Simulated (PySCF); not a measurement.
# C2HClF2 (SMILES FC(F)=CCl) at HF/STO-3G

What is the energy change on altering one bond length of C2HClF2 at HF/STO-3G? The job is set up through a Python script.

Program for the calculation: PySCF 2.14.0.

3 further runs of the same task are left out: 3 set aside as unsound or not needed.

## Step 1: The structure to begin with

C2HClF2: 6 atoms, total charge 0, spin state singlet. As SMILES, `FC(F)=CCl`. Geometry: relaxed at PBE0-D4/def2-TZVP.

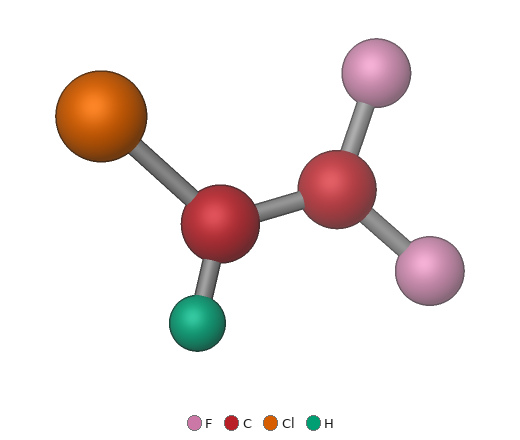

The structure, seen from a chosen angle (fluorine pink, carbon red, chlorine orange, hydrogen teal).

## Step 2: The energy at HF/STO-3G

The input, calc.py:

```python
from pyscf import gto, scf

mol = gto.M(
    atom='''
F      0.901010    -0.810380     1.342040
C      0.267650    -0.562200     0.220370
F      0.192510    -1.632620    -0.522730
C     -0.218360     0.626770    -0.086550
Cl    -1.039010     0.926430    -1.552100
H     -0.103800     1.452000     0.598970
''',
    max_memory=1860,
    verbose=3,
    charge=0,
    basis='sto-3g',
)

mf = scf.RHF(mol)
mf.conv_tol = 1e-10
mf.kernel()
if not mf.converged:
    mf = mf.newton().run(mf.mo_coeff, mf.mo_occ)

etot = mf.e_tot
print('Final energy', etot)
```

Run with:

```
$ OMP_NUM_THREADS=1 python calc.py
```

Output:

```text
converged SCF energy = -725.991348858181
Final energy -725.9913488581815
```

Wall time 1.2 s (1 thread of Intel Xeon at 2.70GHz, shared host); peak memory 0.1 GiB.

## Step 3: The distorted shape at the same level

The input, run.py:

```python
from pyscf import gto

system = gto.Mole()
system.atom = [
    ('F', (0.973904, -0.988707, 1.388073)),
    ('C', (0.340544, -0.740527, 0.266403)),
    ('F', (0.265404, -1.810947, -0.476697)),
    ('C', (-0.218360, 0.626770, -0.086550)),
    ('Cl', (-1.039010, 0.926430, -1.552100)),
    ('H', (-0.103800, 1.452000, 0.598970)),
]
system.basis = 'sto-3g'
system.max_memory = 1860
system.verbose = 3
system.charge = 0
system.build()

calc0 = system.RHF()
calc0.conv_tol = 1e-10
calc0.kernel()
if not calc0.converged:
    calc0 = calc0.newton().run(calc0.mo_coeff, calc0.mo_occ)

e_final = calc0.e_tot
print('E = %.10f Eh' % e_final)
```

Run with:

```
$ OMP_NUM_THREADS=1 python run.py
```

Output:

```text
converged SCF energy = -725.951474221591
E = -725.9514742216 Eh
```

Wall time 0.99 s (1 thread of Intel Xeon at 2.70GHz, shared host); peak memory 0.12 GiB.

## Step 4: Results

At HF/STO-3G:

```
                                                         quantity          value
                                        first shape: total energy  -725.99135 Eh
                                       first shape: dipole moment         1.62 D
                                         first shape: HOMO energy       -8.21 eV
                                         first shape: LUMO energy        7.67 eV
                                       first shape: HOMO–LUMO gap       15.89 eV
                                    distorted shape: total energy  -725.95147 Eh
                                   distorted shape: dipole moment         1.83 D
                                     distorted shape: HOMO energy       -6.97 eV
                                     distorted shape: LUMO energy        6.15 eV
                                   distorted shape: HOMO–LUMO gap       13.12 eV
energy change with the C2–C4 bond stretched from 1.321 to 1.519 Å       1.085 eV
```

In words: With the C2–C4 bond stretched from 1.321 to 1.519 Å the energy rises by 1.09 eV (25 kcal/mol). The first shape isn't relaxed at this level, so the change isn't measured from a minimum. The minimal basis adds a large error of its own. Mulliken charges (distorted shape) run from -0.12 on Cl5 to +0.33 on C2.
